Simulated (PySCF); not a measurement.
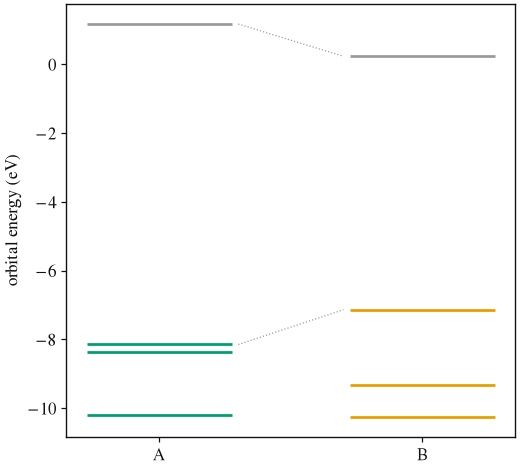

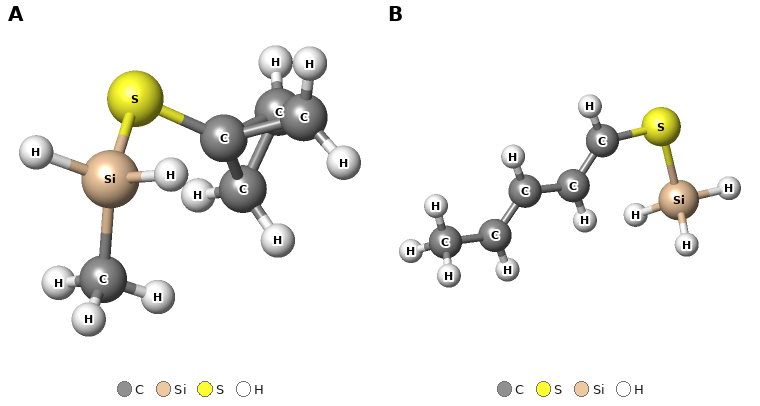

Related molecules: A is C₅H₁₀SSi, SMILES C[SiH2]S[C@]12C[C@H]1C2; B is C₅H₁₀SSi, SMILES C/C=C/C=C/S[SiH3]. Frontier orbital energies, CAM-B3LYP/def2-SVPD, PySCF, at a PBE0-D3(BJ)/def2-SVP geometry (no frequency check); drawn are at most three filled levels and, in grey, the LUMO with any level within 0.03 eV of it; dotted lines join the HOMOs and the LUMOs.

Q: What does the change do to the frontier levels?

A: From A to B the HOMO rises by 1.01 eV and the LUMO falls by 0.94 eV, so the separation goes from 9.32 to 7.37 eV.

Q: Does the ΔSCF ionisation energy follow the HOMO?

A: A: −ε(HOMO) 8.15, ΔSCF 8.82 eV; B: −ε(HOMO) 7.14, ΔSCF 7.73 eV.

Limits of at least one run: empty levels above zero depend strongly on the basis; one conformer of a flexible molecule.
